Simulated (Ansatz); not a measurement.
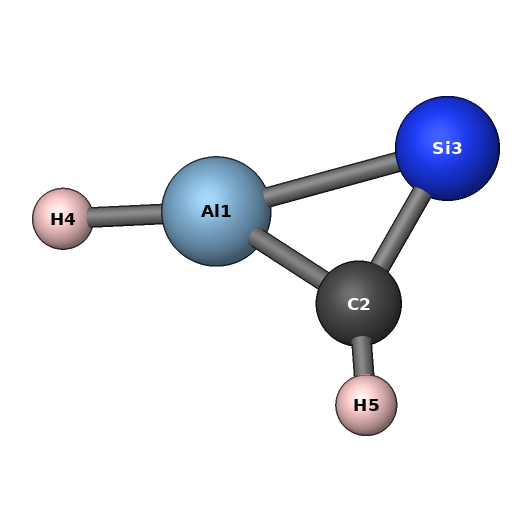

The questions are on Mulliken charges. Charge 0, doublet. The computed structure is the end point of a PBE-D4/def2-SVP optimisation. No frequency run is at hand to confirm it as a minimum. Level of theory: UKS PBE-D4/def2-SVP (Ansatz 0.2.0).

> Which atom carries the highest charge (most positive or least negative)?

Al1 (0.34 e).

> And the lowest?

C2 (−0.35 e).

List the Mulliken charges.

| atom | value (e) |
| --- | --- |
| Al1 | 0.34 |
| C2 | −0.35 |
| Si3 | 0.03 |
| H4 | −0.09 |
| H5 | 0.06 |

Mulliken values depend strongly on the basis set and can even reverse the polarity of a bond.
